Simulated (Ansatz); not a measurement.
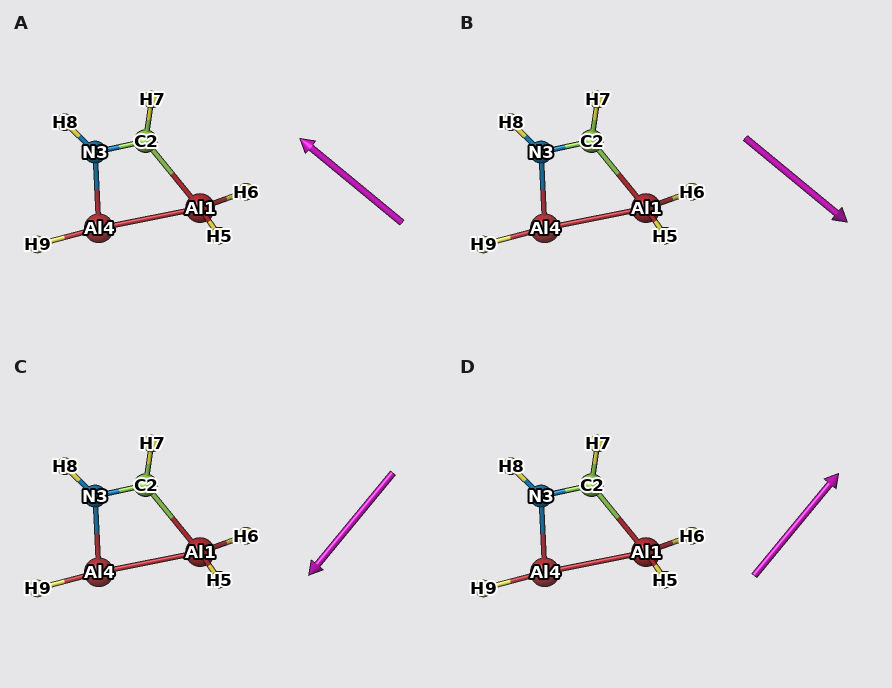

The same molecule four times, each with an arrow. The computed structure is the end point of a PBE0-D4/def2-TZVP optimisation. Properties computed with RKS B3LYP-D4/def2-TZVPP (Ansatz 0.2.0).

Which arrow points along the dipole moment, from the negative to the positive end?

Answer. A. The dipole moment is 4.20 D; it points from the side of H5, H6 to the side of H8 (the outermost atoms at the two ends).
